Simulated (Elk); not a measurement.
## E(q) of Fe

Aim: the energy of spin spirals in Fe along a path of wavevectors.

Program: Elk 11.2.3 (patched build). Level of theory: LDA (Perdew-Wang); all-electron APW+lo, Dirac cores, scalar-relativistic bands. Results are calculated unless marked as measured.

The database entry behind the starting cell differs from later determinations by our own check (an axis about 0.7 % long against later determinations), so it need not match the best structure at ambient conditions.

### 1. Set-up

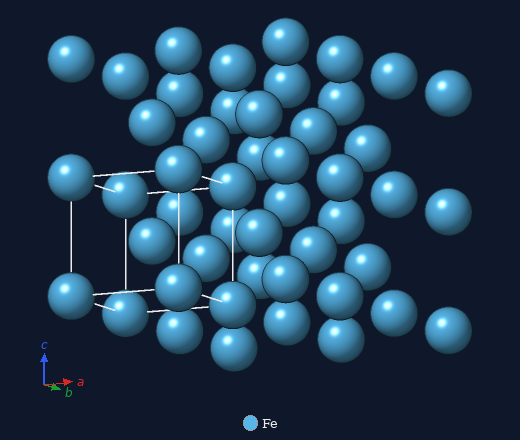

Start, viewed from a free direction; iron blue. 2×3×2 cells are drawn. This picture shows the conventional cell, with its axes. Some periodic images of atoms are drawn too.

### 2. The state at q = 0

The energies of all spirals count from this run, made with the same spinor basis and mesh so that errors cancel.

The moments start as ferro +, in the xy plane (a flat spiral, cone angle 90°).

The last three numbers of an atom's line are a seed field in its sphere. It points against the wanted moment and shrinks by the factor reducebf each loop.

File elk.in:

```
tasks
  0

xctype
  3

reducebf
  0.5

epsengy
  1e-06

maxscl
  100

rgkmax
  7.0

nempty
  12

swidth
  0.003

lmaxi
  3

spinsprl
  .true.

spinpol
  .true.

vqlss
  0.000000 0.000000 0.000000

sppath
  './'

avec
  -2.72687479783 2.72687479783 2.72687479783
  2.72687479783 -2.72687479783 2.72687479783
  2.72687479783 2.72687479783 -2.72687479783

atoms
  1
  'Fe.in'
  1
  0.0000000000 0.0000000000 0.0000000000   -0.140000 0.000000 0.000000

ngridk
  12 12 12
```

Started as:

```sh
$ OMP_NUM_THREADS=2 elk
```

Numbers of over 12 decimals in the logs are rounded to 6 here.

Log:

```text
┌─────────────────────────┐
│ Elk code version 11.2.3 │
└─────────────────────────┘

All units are atomic (Hartree, Bohr, etc.)

┌─────────────────────────────────────────────────┐
│ Ground-state run starting from atomic densities │
└─────────────────────────────────────────────────┘

Lattice vectors :
  -2.726874798       2.726874798       2.726874798
   2.726874798      -2.726874798       2.726874798
   2.726874798       2.726874798      -2.726874798

Reciprocal lattice vectors :
  0.2965383148E-16   1.152085404       1.152085404
   1.152085404      0.2965383148E-16   1.152085404
   1.152085404       1.152085404      0.2965383148E-16

Unit cell volume      :    81.10648601
Brillouin zone volume :    3.058327708

Muffin-tin inner radius fraction :   0.1000000000E-01

Nuclei treated as point charges

Species : 1 (Fe)
 parameters loaded from : Fe.in
 name : iron
 nuclear charge    :   -26.00000000
 electronic charge :    26.00000000
 atomic mass :    101799.2075
 muffin-tin radius :    2.336542848
 number of radial points in muffin-tin :    497
 inner part over the whole radius :   0.9819233484E-02
 number on inner part of muffin-tin    :    350
 approximate nuclear radius :   0.7160107270E-04
 number of mesh points to nuclear radius :    167
 atomic positions (lattice), magnetic fields (Cartesian) :
  1 :   0.00000000  0.00000000  0.00000000   -0.14000000  0.00000000  0.00000000

Total number of atoms per unit cell :    1
Total muffin-tin volume :    53.43303687
 ratio of muffin-tin to unit cell volume :   0.6588010343

Spin treatment :
 spin-polarised
 global magnetic field (Cartesian) :    0.000000000       0.000000000       0.000000000
 non-collinear magnetisation
 spin-spiral state assumed
  q-vector (lattice)   :    0.000000000       0.000000000       0.000000000
  q-vector (Cartesian) :    0.000000000       0.000000000       0.000000000
  q-vector length      :    0.000000000

Number of Bravais lattice symmetries :   48
Number of crystal symmetries         :   48
Crystal has inversion symmetry
Real symmetric eigensolver will be used

k-point grid :     12    12    12
k-point offset :    0.000000000       0.000000000       0.000000000
k-point set is reduced with full crystal symmetry group
Total number of k-points :       72

Muffin-tin radius times maximum |G+k| :    7.000000000
 using average radius
Maximum |G+k| for APW functions       :    2.995879150
Maximum (1/2)|G+k|²                   :    4.487645939
Maximum |G| for potential and density :    12.00000000
Constant for pseudocharge density :    7
 order of it for each species :   14
 order of it for pair densities of each species (exact exchange by exxq0 0: 14) :   10
Radial integration step length :    1

G-vector grid sizes :     20    20    20
Number of G-vectors :     2347

Maximum angular momentum used for
 APW functions            :    8
 outer part of muffin-tin :    6
 inner part of muffin-tin :    3

Total nuclear charge    :   -26.00000000
Total core charge       :    10.00000000
Total valence charge    :    16.00000000
Total excess charge     :    0.000000000
Total electronic charge :    26.00000000

Effective Wigner radius, rₛ :   0.9064236105

Number of empty states         :     12
Total number of valence states :     42
Total number of core states    :     10

Third-order local-orbitals added for an l without core states : T
Total number of local-orbitals :     23

Exchange-correlation functional :      3     0     0
 Perdew-Wang/Ceperley-Alder, Phys. Rev. B 45, 13244 (1992)
 gradient requirement :    0
 local density approximation (LDA)

Smearing type :    3
 Fermi-Dirac
Smearing width :   0.3000000000E-02
Effective electronic temperature (K) :    947.3250744

Mixing type :    3
 Broyden mixing, J. Phys. A: Math. Gen. 17, L317 (1984)

Kohn-Sham potential initialised from atomic data

┌──────────────────────────────┐
│ Self-consistent loop started │
└──────────────────────────────┘

┌─────────────────┐
│ Loop number : 1 │
└─────────────────┘

Energies :
 Fermi                       :     0.188540
 sum of occupied eigenvalues :     -737.48634194583
 electron kinetic            :      1285.1589587045
 core electron kinetic       :      1146.0665329684
 Coulomb                     :     -2502.3163700436
 Coulomb potential           :     -1952.1643517911
 nuclear-nuclear             :     -225.54407463171
 electron-nuclear            :     -2610.3693721546
 Hartree                     :      333.59707674268
 Madelung                    :     -1526.2341941481
 xc potential                :     -70.357395468257
 xc effective B-field        :    -0.112048
 external B-field            :      0.000000
 exchange                    :     -51.300667671734
 correlation                 :     -2.217846
 electron entropic           :    -0.80264700448960E-03
 total energy                :     -1270.6767278076
 (external B-field energy excluded from total)

Density of states at Fermi energy :    26.76401318
 (states/Hartree/unit cell)

Estimated indirect band gap :   0.4025199345E-03
 from k-point 68 to k-point 1
Estimated direct band gap   :   0.6779439691E-02
 at k-point 2

Charges :
 core                        :    10.00000000
 valence                     :    16.00000000
 interstitial                :    1.083175276
 muffin-tins (core leakage)
  species : 1 (Fe)
   atom 1                    :    24.91682472     ( -0.3589114961E-05)
 total in muffin-tins        :    24.91682472
 total calculated charge     :    26.00013075
 total charge                :    26.00000000
 error                       :   0.1307512202E-03

Moments :
 interstitial                :  -0.2907776167E-01 -0.1292434353E-10 -0.1849880203E-10
 muffin-tins
  species : 1 (Fe)
   atom 1                    :    2.408748076     -0.9326319032E-11  0.4553511593E-11
 total in muffin-tins        :    2.408748076     -0.9326319032E-11  0.4553511593E-11
 total moment                :    2.379670314     -0.2225066256E-10 -0.1394529043E-10

┌─────────────────┐
│ Loop number : 2 │
└─────────────────┘

Energies :
 Fermi                       :     0.188934
 sum of occupied eigenvalues :     -737.48857237623
 electron kinetic            :      1284.9705852741
 core electron kinetic       :      1145.9552235839
 Coulomb                     :     -2502.3763889856
 Coulomb potential           :     -1952.1367619342
 nuclear-nuclear             :     -225.54407463171
 electron-nuclear            :     -2610.5176295703
 Hartree                     :      333.68531521636
 Madelung                    :     -1526.3080080186
 xc potential                :     -70.201261786554
 xc effective B-field        :    -0.112187
 external B-field            :      0.000000
 exchange                    :     -51.306168107870
 correlation                 :     -2.217998
 electron entropic           :    -0.80096776122596E-03
 total energy                :     -1270.9307711081
 (external B-field energy excluded from total)

Density of states at Fermi energy :    26.69300171
 (states/Hartree/unit cell)

Estimated indirect band gap :   0.3817362896E-03
 from k-point 51 to k-point 1
Estimated direct band gap   :   0.6767905710E-02
 at k-point 2

Charges :
 core                        :    10.00000000
 valence                     :    16.00000000
 interstitial                :    1.081007665
 muffin-tins (core leakage)
  species : 1 (Fe)
   atom 1                    :    24.91899233     ( -0.3589114568E-05)
 total in muffin-tins        :    24.91899233
 total calculated charge     :    26.00013069
 total charge                :    26.00000000
 error                       :   0.1306884673E-03

Moments :
 interstitial                :  -0.2891376950E-01  0.6822272402E-07  0.8770779824E-08
 muffin-tins
  species : 1 (Fe)
   atom 1                    :    2.410306399      0.4424170308E-06  0.1422231394E-07
 total in muffin-tins        :    2.410306399      0.4424170308E-06  0.1422231394E-07
 total moment                :    2.381392629      0.5106397549E-06  0.2299309377E-07

RMS change in Kohn-Sham potential (target) :   0.3883473276     (  0.1000000000E-05)
Absolute change in total energy (target)   :   0.2540433005     (  0.1000000000E-05)

[... loops 3 to 17 left out ...]

┌──────────────────┐
│ Loop number : 18 │
└──────────────────┘

Energies :
 Fermi                       :     0.280700
 sum of occupied eigenvalues :     -735.59087157289
 electron kinetic            :      1287.0401336583
 core electron kinetic       :      1146.2844908240
 Coulomb                     :     -2503.9576724432
 Coulomb potential           :     -1951.6080262394
 nuclear-nuclear             :     -225.54407463171
 electron-nuclear            :     -2614.2234895133
 Hartree                     :      335.80989170186
 Madelung                    :     -1528.1536593235
 xc potential                :     -70.920782552563
 xc effective B-field        :    -0.102196
 external B-field            :      0.000000
 exchange                    :     -51.432579079097
 correlation                 :     -2.222620
 electron entropic           :    -0.78092766980771E-03
 total energy                :     -1270.5735185109
 (external B-field energy excluded from total)

Density of states at Fermi energy :    26.71908990
 (states/Hartree/unit cell)

Estimated indirect band gap :   0.8075586701E-03
 from k-point 40 to k-point 63
Estimated direct band gap   :   0.4067165408E-02
 at k-point 61

Charges :
 core                        :    10.00000000
 valence                     :    16.00000000
 interstitial                :    1.031055952
 muffin-tins (core leakage)
  species : 1 (Fe)
   atom 1                    :    24.96894405     ( -0.3589114792E-05)
 total in muffin-tins        :    24.96894405
 total calculated charge     :    26.00012572
 total charge                :    26.00000000
 error                       :   0.1257235467E-03

Moments :
 interstitial                :  -0.2969151920E-01  0.4986763951E-05  0.9131707999E-06
 muffin-tins
  species : 1 (Fe)
   atom 1                    :    2.290864437      0.7990259792E-03  0.5869813657E-05
 total in muffin-tins        :    2.290864437      0.7990259792E-03  0.5869813657E-05
 total moment                :    2.261172917      0.8040127432E-03  0.6782984457E-05

RMS change in Kohn-Sham potential (target) :   0.3275452072E-06 (  0.1000000000E-05)
Absolute change in total energy (target)   :   0.9249870345E-06 (  0.1000000000E-05)

Convergence targets achieved

┌──────────────────┐
│ Loop number : 19 │
└──────────────────┘

Energies :
 Fermi                       :     0.280700
 sum of occupied eigenvalues :     -735.59087152305
 electron kinetic            :      1287.0401335642
 core electron kinetic       :      1146.2844908092
 Coulomb                     :     -2503.9576723015
 Coulomb potential           :     -1951.6080262355
 nuclear-nuclear             :     -225.54407463171
 electron-nuclear            :     -2614.2234892232
 Hartree                     :      335.80989155341
 Madelung                    :     -1528.1536591837
 xc potential                :     -70.920782441915
 xc effective B-field        :    -0.102196
 external B-field            :      0.000000
 exchange                    :     -51.432579064892
 correlation                 :     -2.222620
 electron entropic           :    -0.78092795946783E-03
 total energy                :     -1270.5735184499
 (external B-field energy excluded from total)

Density of states at Fermi energy :    26.71910512
 (states/Hartree/unit cell)

Estimated indirect band gap :   0.8075365079E-03
 from k-point 40 to k-point 63
Estimated direct band gap   :   0.4067149001E-02
 at k-point 61

Charges :
 core                        :    10.00000000
 valence                     :    16.00000000
 interstitial                :    1.031055956
 muffin-tins (core leakage)
  species : 1 (Fe)
   atom 1                    :    24.96894404     ( -0.3589114982E-05)
 total in muffin-tins        :    24.96894404
 total calculated charge     :    26.00012572
 total charge                :    26.00000000
 error                       :   0.1257235409E-03

Moments :
 interstitial                :  -0.2969161844E-01  0.4543200666E-05  0.9121516842E-06
 muffin-tins
  species : 1 (Fe)
   atom 1                    :    2.290864188      0.8332443114E-03  0.6004918319E-05
 total in muffin-tins        :    2.290864188      0.8332443114E-03  0.6004918319E-05
 total moment                :    2.261172570      0.8377875120E-03  0.6917070003E-05

┌──────────────────────────────┐
│ Self-consistent loop stopped │
└──────────────────────────────┘

Wrote STATE.OUT
```

Elapsed: 12 s, on 2 threads of AMD EPYC 9R45, shared host; peak memory 0.08 GiB.

Spin moment in the muffin-tin sphere by atom:

| atom | x (μB) | y (μB) | z (μB) | size |
| --- | --- | --- | --- | --- |
| Fe1 | 2.29 | 0.00 | 0.00 | 2.29 |

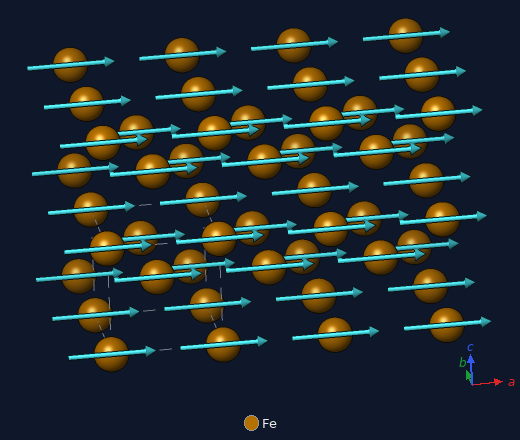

Spin moment in the muffin-tin sphere as arrows, the longest 2.29 μB. 3×2×2 conventional cells are drawn. Some periodic images of atoms are drawn too.

Numbers from this step:

```yaml
density_of_states_at_the_fermi_level: 0.9819 states/eV/cell
moment_between_the_spheres: -0.02969, 0, 0 μB
magnetization: 2.261, 8.38e-4, 0 μB
final_state: ferromagnetic
```

After 19 cycles the largest moment stands at 2.29 μB.

### 3. One pass at q = (0.1667, -0.1667, 0.1667)

One diagonalisation in the potential of q = 0; by the force theorem the spiral's energy is the band energy with the smearing's entropy term, less that of a like pass at q = 0. The total energy that such a pass prints is not self-consistent and is not used.

elk.in, as its differences from that of step 2:

```diff
@@ -1,3 +1,3 @@
 tasks
-  0
+  1
 
@@ -13,3 +13,3 @@
 maxscl
-  100
+  1
 
@@ -34,3 +34,3 @@
 vqlss
-  0.000000 0.000000 0.000000
+  0.166667 -0.166667 0.166667
 
@@ -48,3 +48,3 @@
   1
-  0.0000000000 0.0000000000 0.0000000000   -0.140000 0.000000 0.000000
+  0.0000000000 0.0000000000 0.0000000000   -0.000140 0.000000 0.000000
```

Started as:

```sh
$ OMP_NUM_THREADS=2 elk
```

Log:

```text
┌─────────────────────────┐
│ Elk code version 11.2.3 │
└─────────────────────────┘

All units are atomic (Hartree, Bohr, etc.)

┌──────────────────────────────────────────┐
│ Ground-state run resuming from STATE.OUT │
└──────────────────────────────────────────┘

Lattice vectors :
  -2.726874798       2.726874798       2.726874798
   2.726874798      -2.726874798       2.726874798
   2.726874798       2.726874798      -2.726874798

Species : 1 (Fe)
 muffin-tin radius :    2.336542848
 atomic positions (lattice), magnetic fields (Cartesian) :
  1 :   0.00000000  0.00000000  0.00000000    0.00000000  0.00000000  0.00000000

Total number of atoms per unit cell :    1
Total muffin-tin volume :    53.43303687
 ratio of muffin-tin to unit cell volume :   0.6588010343

Spin treatment :
 spin-polarised
 global magnetic field (Cartesian) :    0.000000000       0.000000000       0.000000000
 non-collinear magnetisation
 spin-spiral state assumed
  q-vector (lattice)   :   0.1666670000     -0.1666670000      0.1666670000
  q-vector (Cartesian) :   0.6371619394E-17  0.3840292361      0.1131393452E-16
  q-vector length      :   0.3840292361

Number of Bravais lattice symmetries :    8
Number of crystal symmetries         :    8
Crystal has no inversion symmetry
Complex Hermitian eigensolver will be used

k-point grid :     12    12    12
k-point offset :    0.000000000       0.000000000       0.000000000
k-point set is reduced with full crystal symmetry group
Total number of k-points :      294

Muffin-tin radius times maximum |G+k| :    7.000000000
 using average radius
Maximum |G+k| for APW functions       :    2.995879150
Maximum (1/2)|G+k|²                   :    4.487645939
Maximum |G| for potential and density :    12.00000000
Constant for pseudocharge density :    7
 order of it for each species :   14
 order of it for pair densities of each species (exact exchange by exxq0 0: 14) :   10
Radial integration step length :    1

G-vector grid sizes :     20    20    20
Number of G-vectors :     2347

Maximum angular momentum used for
 APW functions            :    8
 outer part of muffin-tin :    6

Number of empty states         :     12
Total number of valence states :     42
Total number of core states    :     10

Third-order local-orbitals added for an l without core states : T
Total number of local-orbitals :     23

Exchange-correlation functional :      3     0     0
 Perdew-Wang/Ceperley-Alder, Phys. Rev. B 45, 13244 (1992)
 gradient requirement :    0
 local density approximation (LDA)

Smearing type :    3
 Fermi-Dirac
Smearing width :   0.3000000000E-02
Effective electronic temperature (K) :    947.3250744

Mixing type :    3
 Broyden mixing, J. Phys. A: Math. Gen. 17, L317 (1984)

Potential read in from STATE.OUT

┌──────────────────────────────┐
│ Self-consistent loop started │
└──────────────────────────────┘

┌─────────────────┐
│ Loop number : 1 │
└─────────────────┘

Reached self-consistent loops maximum

Energies :
 Fermi                       :     0.286286
 sum of occupied eigenvalues :     -735.58838159188
 electron kinetic            :      1287.0139874672
 core electron kinetic       :      1146.2847787563
 Coulomb                     :     -2503.9335481387
 Coulomb potential           :     -1951.6391593164
 nuclear-nuclear             :     -225.54407463171
 electron-nuclear            :     -2614.1380145810
 Hartree                     :      335.74854107400
 Madelung                    :     -1528.1139684805
 xc potential                :     -70.862010663237
 xc effective B-field        :    -0.100540
 external B-field            :      0.000000
 exchange                    :     -51.428137223719
 correlation                 :     -2.222531
 electron entropic           :    -0.79395170146199E-03
 total energy                :     -1270.5710225380
 (external B-field energy excluded from total)

Density of states at Fermi energy :    25.66127544
 (states/Hartree/unit cell)

Estimated indirect band gap :   0.1922428872E-03
 from k-point 195 to k-point 45
Estimated direct band gap   :   0.3058974546E-02
 at k-point 213

Charges :
 core                        :    10.00000000
 valence                     :    16.00000000
 interstitial                :    1.031674696
 muffin-tins (core leakage)
  species : 1 (Fe)
   atom 1                    :    24.96832530     ( -0.3589114787E-05)
 total in muffin-tins        :    24.96832530
 total calculated charge     :    25.99978246
 total charge                :    26.00000000
 error                       :   0.2175403466E-03

Moments :
 interstitial                :  -0.2360205756E-01  0.2515870547E-05 -0.1969780261E-05
 muffin-tins
  species : 1 (Fe)
   atom 1                    :    2.293600544      0.8233409256E-03  0.1572604532E-04
 total in muffin-tins        :    2.293600544      0.8233409256E-03  0.1572604532E-04
 total moment                :    2.269998487      0.8258567962E-03  0.1375626506E-04

┌──────────────────────────────┐
│ Self-consistent loop stopped │
└──────────────────────────────┘
```

Elapsed: 2.6 s, on 2 threads; peak memory 0.09 GiB; 5 s of CPU time.

Read from the output:

```yaml
magnetization: 2.270, 8.26e-4, 0 μB
final_state: spiral
largest_moment: 2.294 μB
```

Moments of a spiral are printed for the first cell, in the frame that turns with it; over the crystal the turning parts cancel.

By that sum this spiral lies +67.4 meV a seeded atom from q = 0.

(Part 1 of 2 ends here.)

[Logs and program files are shortened in this print: banners, set-up blocks, solver, clock and traceback lines can be left out without a mark of their own.]

[Logs are printed without paths, hosts, clocks, repeated set-up lines and the standing remarks that a program may print on its own settings, such as how far it seeks lower states.]

[Hosts, paths, dates, database ids (printed as entryN), source tags and the programs' standing remarks are cut or masked in the printed files.]

[Where a cell is said to come from a database of computed structures, the database is the Materials Project.]
